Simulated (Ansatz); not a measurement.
# RbPO3 (Pnma): the host for defect calculations

Before any defect goes in: RbPO3 (Pnma) at rest, and how it screens a charge.

Method: plane-wave PAW DFT, PBEsol; relaxation of the host's cell and atoms, in the first sound run; inputs show where later runs differ, in Ansatz 0.2.0.

## Step 1: The structure

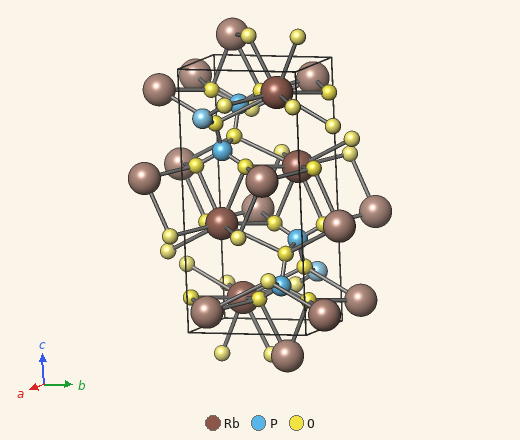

Start, viewed slightly off an axis; rubidium brown, phosphorus blue, oxygen yellow. Some periodic images of atoms are drawn too.

## Step 2: Host cell relaxation

Cell and atoms are relaxed together, until forces and stress fall under their thresholds.

Input file cell/input.yaml:

```yaml
crystal:
  lattice:
    - [4.5177697, 0.0, 0.0]
    - [0.0, 6.0976095, 0.0]
    - [0.0, 0.0, 12.7584723]
  atoms:
    - { symbol: Rb, position: [0.22802394, 0.75, 0.5954213] }
    - { symbol: Rb, position: [0.72802394, 0.75, 0.9045787] }
    - { symbol: Rb, position: [0.77197606, 0.25, 0.4045787] }
    - { symbol: Rb, position: [0.27197606, 0.25, 0.0954213] }
    - { symbol: P, position: [0.67751862, 0.25, 0.67505626] }
    - { symbol: P, position: [0.17751862, 0.25, 0.82494374] }
    - { symbol: P, position: [0.32248138, 0.75, 0.32494374] }
    - { symbol: P, position: [0.82248138, 0.75, 0.17505626] }
    - { symbol: O, position: [0.33550812, 0.25, 0.71185881] }
    - { symbol: O, position: [0.83550812, 0.25, 0.78814119] }
    - { symbol: O, position: [0.66449188, 0.75, 0.28814119] }
    - { symbol: O, position: [0.16449188, 0.75, 0.21185881] }
    - { symbol: O, position: [0.26533528, 0.53977571, 0.37998234] }
    - { symbol: O, position: [0.76533528, 0.96022429, 0.12001766] }
    - { symbol: O, position: [0.73466472, 0.03977571, 0.62001766] }
    - { symbol: O, position: [0.23466472, 0.46022429, 0.87998234] }
    - { symbol: O, position: [0.76533528, 0.53977571, 0.12001766] }
    - { symbol: O, position: [0.26533528, 0.96022429, 0.37998234] }
    - { symbol: O, position: [0.23466472, 0.03977571, 0.87998234] }
    - { symbol: O, position: [0.73466472, 0.46022429, 0.62001766] }
basis:
  ecutwfc: 420
  xc_grid: 2
hamiltonian:
  xc: pbesol
kpoints:
  mp_grid: { grid: [6, 5, 3] }
scf:
  occupations: { method: fixed }
  max_iter: 100
relax:
  f_tol: 0.005
  max_steps: 60
  cell: {}
output:
  forces: true
  stress: true
checkpoint:
  write: "../cell.run"
  compress: false
  write_wavefunctions: false
  write_every: 100000
```

Command:

```console
$ ansatz run input.yaml --threads 2 --pin off --max-ram 3768MiB --backend cpu --events-out ev --progress --plain --runs-dir out
```

Numbers of over 12 decimals in the logs are rounded to 6 here.

What it wrote:

```text
[... repeated set-up lines and file paths are left out, and long positions are rounded to six places ...]
Engine: ansatz 0.2.0, aarch64-unknown-linux-gnu
Pseudopotentials: kind: paw
Pseudopotential: Rb, paw, valence charge 9, recommended cutoff 420 eV (normal), Rb.paw.azcp
Pseudopotential: P, paw, valence charge 5, recommended cutoff 420 eV (normal), P.paw.azcp
Pseudopotential: O, paw, valence charge 6, recommended cutoff 420 eV (normal), O.paw.azcp
Functional definition: PBEsol
  exchange = pbesol_x
  correlation = pbesol_c
Crystal: 20 atoms, lattice volume = 351.465 Å³
Basis set: ecut = 420 eV, 6877 PW (Γ), exchange–correlation on 64×90×180 points (8 copies of the dense FFT grid, shifted against one another)
Bands: 84, of which v1, the nominal top of the filled ones, is band 64 counted from 1 (63 counted from 0)
Symmetry: 8 space group operations
Space group: Pnma (ITA 62), of the structure as read, at distance tolerance 7.1e-5 Å
k-points: 24 of 90
Non-local potential: Rb, projectors of the file, l = 0: 3, l = 1: 2, l = 2: 2
Non-local potential: P, projectors of the file, l = 0: 2, l = 1: 2, l = 2: 2
Non-local potential: O, projectors of the file, l = 0: 2, l = 1: 2, l = 2: 1
PAW form: soft (Blöchl's): semilocal exchange-correlation on the pseudo side does not see the compensation charge
PAW frozen core: Rb, regenerated for the run's functional, and the local potential with it (the file was generated under x = pbe(κ = 0.804, μ = 0.219515), c = pbe(β = 0.066725))
PAW frozen core: P, regenerated for the run's functional, and the local potential with it (the file was generated under x = pbe(κ = 0.804, μ = 0.219515), c = pbe(β = 0.066725))
PAW frozen core: O, regenerated for the run's functional, and the local potential with it (the file was generated under x = pbe(κ = 0.804, μ = 0.219515), c = pbe(β = 0.066725))
PAW one-centre angular grid: Rb, 110 points (default); XC on 64 Gauss nodes
PAW one-centre angular grid: P, 110 points (default); XC on 64 Gauss nodes
PAW one-centre angular grid: O, 110 points (default); XC on 64 Gauss nodes
Initial density: superposition of atomic densities (neutral atoms: chi_scale 0, normalization atom), corrected by the library's trained network
Initial wavefunctions: pseudopotential atomic-orbital guess
Functional: x = pbesol(κ = 0.804, μ = 0.123457), c = pbesol(β = 0.046)
SCF iter   1: F=—  HF=-22573.847634 eV  |F-HF|=—  |Δ(HF+E_count)|=         —  Δρ=8.49e-3  dr2=1.84e-1  ethr=1.77e-3  ⟨swp⟩=6.2  Hψ=7760  notcnv=0  defer=413
preconditioner: auto → Resta (q_TF=auto, 2.306 Å⁻¹)  ε∞=2.8  [insulator: Δε(μ)=4.849 eV  Ē_g=16.720 eV  n_scr=78 (ndim 8)  ℏωp=22.4 eV  f_vac=0.165  ε∞_Penn≈2.8]
SCF iter   2: F=—  HF=-22573.801298 eV  |F-HF|=—  |Δ(HF+E_count)|=   4.63e-2  Δρ=1.63e-3  dr2=5.66e-3  ethr=1.44e-4  ⟨swp⟩=3.2  Hψ=3569  notcnv=0  defer=430
SCF iter   3: F=—  HF=-22573.802166 eV  |F-HF|=—  |Δ(HF+E_count)|=   8.68e-4  Δρ=6.81e-4  dr2=1.08e-3  ethr=4.42e-6  ⟨swp⟩=3.0  Hψ=3074  notcnv=0  defer=288
automatic band count: iteration 3 solves 78 bands in place of 84: the levels show a gap, and the empty bands left out lie too high to hold charge; the band table lists the bands solved (type scf.n_extra_bands for more)
SCF iter   4: F=—  HF=-22573.803157 eV  |F-HF|=—  |Δ(HF+E_count)|=   9.91e-4  Δρ=3.39e-4  dr2=2.87e-4  ethr=8.46e-7  ⟨swp⟩=2.3  Hψ=2942  notcnv=0  defer=288
SCF iter   5: F=—  HF=-22573.803359 eV  |F-HF|=—  |Δ(HF+E_count)|=   2.02e-4  Δρ=6.27e-5  dr2=1.17e-5  ethr=2.24e-7  ⟨swp⟩=2.3  Hψ=3214  notcnv=0  defer=288
SCF iter   6: F=—  HF=-22573.803460 eV  |F-HF|=—  |Δ(HF+E_count)|=   1.01e-4  Δρ=1.56e-5  dr2=8.84e-7  ethr=9.14e-9  ⟨swp⟩=2.0  Hψ=3031  notcnv=0  defer=288
SCF iter   7: F=-22573.803462 eV  HF=-22573.803462 eV  |F-HF|=7.00e-8  |Δ(HF+E_count)|=   1.73e-6  Δρ=3.15e-6  dr2=3.48e-8  ethr=7.81e-11  ⟨swp⟩=5.1  Hψ=7610  notcnv=0
SCF 1 converged in 7 iterations: F = -22573.803462 eV  dr2 = 3.48e-8
  greatest PAW one-centre occupation: 0.973 electrons in one spin orbital (limit 2), on the Rb atom at site 3 (counted from 0), in its partial waves of l = 0
relax step   1: F+E_penalty+E_count = -22573.80346164 eV  Δ(F+E_penalty+E_count) = +0.000e0 eV  max|allowed force component| = 6.153e-1 eV/Å  Δτ_max = 0.0000 Å  P = +2.041 GPa  Ω = 351.465 Å³  (7 SCF iters, dr2 threshold 1.00e-7 eV, accepted)
[... the SCF cycles and remarks between the steps are left out from here to the last step ...]
relax step   2: F+E_penalty+E_count = -22573.83897590 eV  Δ(F+E_penalty+E_count) = -3.551e-2 eV  max|allowed force component| = 3.015e-1 eV/Å  Δτ_max = 0.0642 Å  P = +1.205 GPa  Ω = 352.414 Å³  energy of the carried Pulay correction = -2.588e-3 eV  (7 SCF iters, dr2 threshold 2.00e-6 eV, accepted)
relax step   3: F+E_penalty+E_count = -22573.85474339 eV  Δ(F+E_penalty+E_count) = -1.577e-2 eV  max|allowed force component| = 8.892e-2 eV/Å  Δτ_max = 0.0228 Å  P = +0.101 GPa  Ω = 354.212 Å³  energy of the carried Pulay correction = -7.474e-3 eV  (6 SCF iters, dr2 threshold 2.00e-6 eV, accepted)
relax step   4: F+E_penalty+E_count = -22573.85676416 eV  Δ(F+E_penalty+E_count) = -2.021e-3 eV  max|allowed force component| = 7.431e-2 eV/Å  Δτ_max = 0.0060 Å  P = -0.025 GPa  Ω = 354.039 Å³  energy of the carried Pulay correction = -7.004e-3 eV  (5 SCF iters, dr2 threshold 4.94e-7 eV, accepted)
relax step   5: F+E_penalty+E_count = -22573.85897955 eV  Δ(F+E_penalty+E_count) = -2.215e-3 eV  max|allowed force component| = 3.108e-2 eV/Å  Δτ_max = 0.0099 Å  P = -0.004 GPa  Ω = 353.780 Å³  energy of the carried Pulay correction = -6.301e-3 eV  (5 SCF iters, dr2 threshold 3.45e-7 eV, accepted)
relax step   6: F+E_penalty+E_count = -22573.85981164 eV  Δ(F+E_penalty+E_count) = -8.321e-4 eV  max|allowed force component| = 1.168e-2 eV/Å  Δτ_max = 0.0041 Å  P = -0.001 GPa  Ω = 353.538 Å³  energy of the carried Pulay correction = -5.645e-3 eV  (6 SCF iters, dr2 threshold 6.04e-8 eV, accepted)
relax step   7: F+E_penalty+E_count = -22573.85985858 eV  Δ(F+E_penalty+E_count) = -4.693e-5 eV  max|allowed force component| = 3.893e-3 eV/Å  Δτ_max = 0.0003 Å  P = -0.002 GPa  Ω = 353.529 Å³  energy of the carried Pulay correction = -5.619e-3 eV  (5 SCF iters, dr2 threshold 8.52e-9 eV, accepted)
relax step   8: F+E_penalty+E_count = -22573.86628554 eV  Δ(F+E_penalty+E_count) = -6.427e-3 eV  max|allowed force component| = 3.706e-3 eV/Å  Δτ_max = 0.0000 Å  P = +0.032 GPa  Ω = 353.529 Å³  stress off target by 6.17e-2 GPa  SCF on the basis re-selected at this cell (its energy is not comparable with the rows above)  (6 SCF iters)
relax step   9: F+E_penalty+E_count = -22573.86549804 eV  Δ(F+E_penalty+E_count) = +7.875e-4 eV  max|allowed force component| = 9.160e-3 eV/Å  Δτ_max = 0.0011 Å  P = +0.013 GPa  Ω = 353.841 Å³  energy of the carried Pulay correction = -8.535e-4 eV  (5 SCF iters, dr2 threshold 9.51e-9 eV, accepted)
relax step  10: F+E_penalty+E_count = -22573.86435355 eV  Δ(F+E_penalty+E_count) = +1.144e-3 eV  max|allowed force component| = 5.819e-3 eV/Å  Δτ_max = 0.0064 Å  P = -0.020 GPa  Ω = 354.268 Å³  energy of the carried Pulay correction = -2.043e-3 eV  (7 SCF iters, dr2 threshold 5.24e-9 eV, accepted)
relax step  11: F+E_penalty+E_count = -22573.86480594 eV  Δ(F+E_penalty+E_count) = -4.524e-4 eV  max|allowed force component| = 3.255e-3 eV/Å  Δτ_max = 0.0029 Å  P = +0.011 GPa  Ω = 354.117 Å³  energy of the carried Pulay correction = -1.624e-3 eV  (7 SCF iters, dr2 threshold 2.12e-9 eV, accepted)
iter 1 solved again at ethr=7.33e-8 eV; its pass at ethr=3.10e-3 eV (dr2=9.38e-5 eV) is discarded
SCF iter   1: F=—  HF=-22573.865979 eV  |F-HF|=—  |Δ(HF+E_count)|=         —  Δρ=3.85e-5  dr2=1.94e-7  ethr=7.33e-8  ⟨swp⟩=4.8  Hψ=13965  notcnv=0  defer=432
SCF iter   2: F=—  HF=-22573.866235 eV  |F-HF|=—  |Δ(HF+E_count)|=   2.57e-4  Δρ=1.93e-5  dr2=5.25e-8  ethr=1.51e-10  ⟨swp⟩=3.1  Hψ=3902  notcnv=0  defer=432
SCF iter   3: F=—  HF=-22573.866285 eV  |F-HF|=—  |Δ(HF+E_count)|=   5.01e-5  Δρ=5.15e-6  dr2=9.95e-9  ethr=4.10e-11  ⟨swp⟩=2.0  Hψ=2945  notcnv=0  defer=432
SCF iter   4: F=—  HF=-22573.866289 eV  |F-HF|=—  |Δ(HF+E_count)|=   3.35e-6  Δρ=3.74e-7  dr2=2.62e-10  ethr=7.77e-12  ⟨swp⟩=2.0  Hψ=3032  notcnv=0  defer=432
SCF iter   5: F=-22573.866289 eV  HF=-22573.866289 eV  |F-HF|=1.38e-10  |Δ(HF+E_count)|=   2.23e-9  Δρ=1.31e-7  dr2=4.60e-11  ethr=1.00e-12  ⟨swp⟩=5.0  Hψ=7113  notcnv=0
SCF 12 converged in 5 iterations: F = -22573.866289 eV  dr2 = 4.60e-11
relax step  12: F+E_penalty+E_count = -22573.86628875 eV  Δ(F+E_penalty+E_count) = -1.483e-3 eV  max|allowed force component| = 3.308e-3 eV/Å  Δτ_max = 0.0000 Å  P = +0.015 GPa  Ω = 354.117 Å³  stress off target by 1.94e-2 GPa  SCF on the basis re-selected at this cell (its energy is not comparable with the rows above)  (5 SCF iters)
basis re-selected at this cell: Δ(F+E_penalty+E_count) = -1.483e-3 eV, ΔP = +0.003 GPa vs the last step (what re-selecting the basis moved, of the pressure what is left beyond the Pulay correction that the steps carried, after the strain that the cell walked [...]
SCF converged after 5 iterations
Free energy (F): -22573.866289 eV
Harris-Foulkes:  -22573.866289 eV  (|F-HF|=1.38e-10)
Internal energy: -22573.866289 eV  (E = F + TS)
E sigma→0 (E₀):  -22573.866289 eV
Fermi energy:    2.516364 eV
--- Per-component energies (eV) ---
  E_band       = -731.551751
  E_kinetic    = 3211.056024
  E_local      = -8957.292678  (includes V_loc(G=0)·N_el)
  E_nonlocal   = 1402.049396
  E_hartree    = 3078.068170
  E_xc         = -1648.606162
  E_vxc        = -1926.478434  (∫ρ·V_xc dr)
  E_paw        = -14325.839864  (= ΣΔE_a)
  E_vpaw       = -617.052305  (= ΣTr[D̂ρ^β])
  E_aug_tail   = 0.029760  (compensation charges beyond the density's cutoff)
  E_ewald      = -5334.433458
  E_core_change = 1.102522  (= ΣΔE_core)
  E_smearing   = -0.000000  (= −TS)
  E_closure    = -0.000000  (closes the sum)
  Σ components = -22573.866289   (vs F -22573.866289, Δ=0.00e0)
--- Forces (eV/Å), atoms counted from 1 ---
  atom   1  Rb    -0.00023572    -0.00000000    -0.00017567
  atom   2  Rb    -0.00023572    -0.00000000     0.00017567
  atom   3  Rb     0.00023572     0.00000000     0.00017567
  atom   4  Rb     0.00023572     0.00000000    -0.00017567
  atom   5  P      0.00008728     0.00000000    -0.00064277
  atom   6  P      0.00008728     0.00000000     0.00064277
  atom   7  P     -0.00008728     0.00000000     0.00064277
  atom   8  P     -0.00008728    -0.00000000    -0.00064277
  atom   9  O     -0.00108911    -0.00000000    -0.00116242
  atom  10  O     -0.00108911    -0.00000000     0.00116242
  atom  11  O      0.00108911     0.00000000     0.00116242
  atom  12  O      0.00108911     0.00000000    -0.00116242
  atom  13  O     -0.00059758    -0.00330813     0.00139071
  atom  14  O     -0.00059758     0.00330813    -0.00139071
  atom  15  O      0.00059758    -0.00330813    -0.00139071
  atom  16  O      0.00059758     0.00330813     0.00139071
  atom  17  O     -0.00059758    -0.00330813    -0.00139071
  atom  18  O     -0.00059758     0.00330813     0.00139071
  atom  19  O      0.00059758    -0.00330813     0.00139071
  atom  20  O      0.00059758     0.00330813    -0.00139071
  max |Σ_I F_I| component: 1.30e-18 eV/Å
--- Stress (GPa, compression-positive) ---
        0.009384      -0.000000      -0.000000
       -0.000000       0.015634       0.000000
       -0.000000       0.000000       0.019439
  P = ⅓ Tr σ = 0.0148 GPa (0.148 kbar)
--- Relaxed structure (10 steps of the walk, 10 accepted, 2 SCFs on fresh bases) ---
  F+E_penalty+E_count = -22573.86628875 eV   max|allowed force component| = 3.308e-3 eV/Å   (the final SCF, on the basis selected at the relaxed cell)
  cell:  # Å, volume = 354.1172 Å³
    - [4.517395, 0, 0]
    - [0, 6.087409, 0]
    - [0, 0, 12.877350]
  atoms:
    - { symbol: Rb, position: [0.226580, 0.750000, 0.592320] }
    - { symbol: Rb, position: [0.726580, 0.750000, 0.907680] }
    - { symbol: Rb, position: [0.773420, 0.250000, 0.407680] }
    - { symbol: Rb, position: [0.273420, 0.250000, 0.092320] }
    - { symbol: P, position: [0.675879, 0.250000, 0.675012] }
    - { symbol: P, position: [0.175879, 0.250000, 0.824988] }
    - { symbol: P, position: [0.324121, 0.750000, 0.324988] }
    - { symbol: P, position: [0.824121, 0.750000, 0.175012] }
    - { symbol: O, position: [0.330232, 0.250000, 0.711227] }
    - { symbol: O, position: [0.830232, 0.250000, 0.788773] }
    - { symbol: O, position: [0.669768, 0.750000, 0.288773] }
    - { symbol: O, position: [0.169768, 0.750000, 0.211227] }
    - { symbol: O, position: [0.267043, 0.538006, 0.380262] }
    - { symbol: O, position: [0.767043, 0.961994, 0.119738] }
    - { symbol: O, position: [0.732957, 0.038006, 0.619738] }
    - { symbol: O, position: [0.232957, 0.461994, 0.880262] }
    - { symbol: O, position: [0.767043, 0.538006, 0.119738] }
    - { symbol: O, position: [0.267043, 0.961994, 0.380262] }
    - { symbol: O, position: [0.232957, 0.038006, 0.880262] }
    - { symbol: O, position: [0.732957, 0.461994, 0.619738] }
```

Elapsed: 3.2 min, on 2 threads of Arm Neoverse V2, shared host; peak memory 0.96 GiB; 6.3 min of CPU time.

The steps of the relaxation:

```csv
step,energy less that of the first step (eV),largest force component (eV/Å),pressure (GPa),volume (Å³)
1,0.0000,0.6153,2.04,351.47
2,-0.0355,0.3015,1.21,352.41
3,-0.0513,0.0889,0.10,354.21
4,-0.0533,0.0743,-0.03,354.04
5,-0.0555,0.0311,0.00,353.78
6,-0.0563,0.0117,0.00,353.54
7,-0.0564,0.0039,0.00,353.53
8,-0.0628,0.0037,0.03,353.53
9,-0.0620,0.0092,0.01,353.84
10,-0.0609,0.0058,-0.02,354.27
11,-0.0613,0.0033,0.01,354.12
12*,-0.0628,0.0033,0.01,354.12
```

Relaxation steps marked * repeat the geometry before them on a plane-wave basis chosen anew for their cell, so energy and pressure can jump there. The log counts 2 steps on a newly chosen plane-wave basis, not all of them marked here; energy and pressure can jump at such steps.

The run keeps the 8 symmetry operations that it works with, so distortions that break them were not tested.

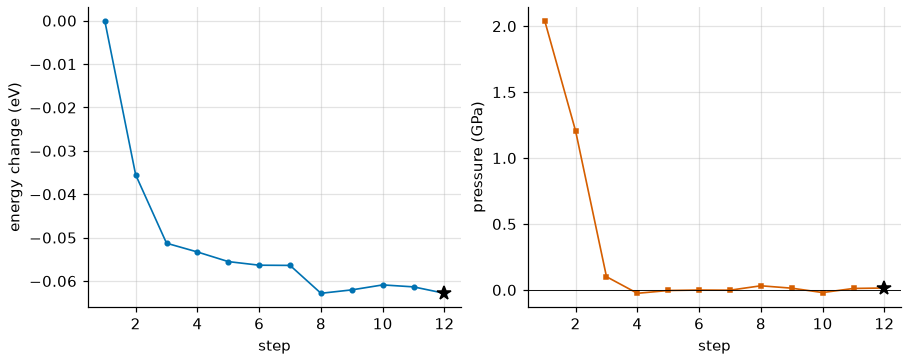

Energy and pressure along the relaxation. Stars mark steps on a basis chosen anew.

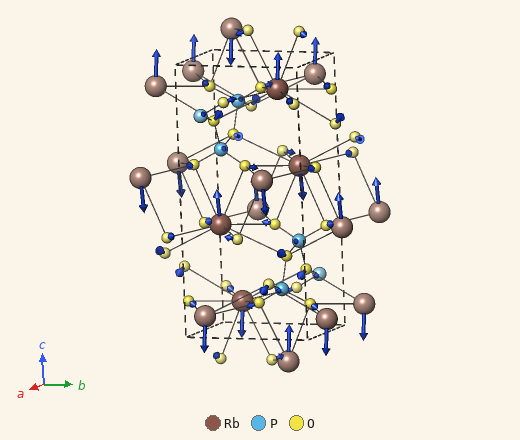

Displacements in the relaxation, exaggerated, measured against the changing cell; the longest in the cell stands for 0.04 Å. Some periodic images of atoms are drawn too.

```csv
"conventional cell, symmetrised",before,after,change
a (Å),4.518,4.517,-0.0 %
b (Å),6.098,6.087,-0.2 %
c (Å),12.758,12.877,+0.9 %
volume (Å³/atom),17.57,17.71,+0.8 %
```

The atoms that moved most (Å, as changes of fractional coordinates times the final cell):

```csv
atom,dx,dy,dz,length
Rb3,0.007,0.000,0.040,0.040
Rb1,-0.007,0.000,-0.040,0.040
Rb4,0.007,0.000,-0.040,0.040
Rb2,-0.007,0.000,0.040,0.040
O12,0.024,0.000,-0.008,0.025
O11,0.024,0.000,0.008,0.025
O10,-0.024,0.000,0.008,0.025
O9,-0.024,0.000,-0.008,0.025
```

Numbers from this step:

| Property | Result |
| --- | --- |
| pressure | 0.01482 GPa |

The relaxation ends with a largest force component of 0.0033 eV/Å and a pressure of 0.01 GPa.

[end of part 1 of 2]

[Logs are printed without paths, hosts, clocks, repeated set-up lines and the standing remarks that a program may print on its own settings, such as how far it seeks lower states.]

[Hosts, paths, dates, database ids (printed as entryN), source tags and the programs' standing remarks are cut or masked in the printed files.]

[Runs of the host that timed out are not shown.]

[For some hosts the program warned that the k-mesh of the response run may be too coarse for force constants and the static dielectric constant; such warnings are not always shown.]
